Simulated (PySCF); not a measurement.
Vertical excitations of a molecule CH7ClFNSi2 from TDA-PBE/def2-SVPD (PySCF 2.14.0), as energy in eV (oscillator strength): 5.95 (0.005), 6.66 (0.016), 6.77 (0.003), 6.99 (0.004), 7.03 (0.033), 7.18 (0.011), 7.36 (0.021), 7.43 (0.005), 7.48 (0.021), 7.72 (0.002). Lowest triplet (TDA): 5.69 eV. Coordinates come from a PBE0-D3(BJ)/def2-SVP optimisation. One conformer was computed; it need not be the lowest.

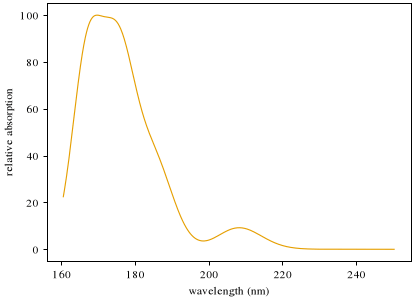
Fig. 1. The lines broadened by 0.4 eV.

Question: Which molecule gave these data?
A) N[Si@H](CF)[SiH2]Cl
B) C[Si@](F)(Cl)N[SiH3]
C) NC[Si@@](F)([SiH3])Cl
D) CN[Si@H](Cl)[SiH2]F

Answer: B, C[Si@](F)(Cl)N[SiH3]
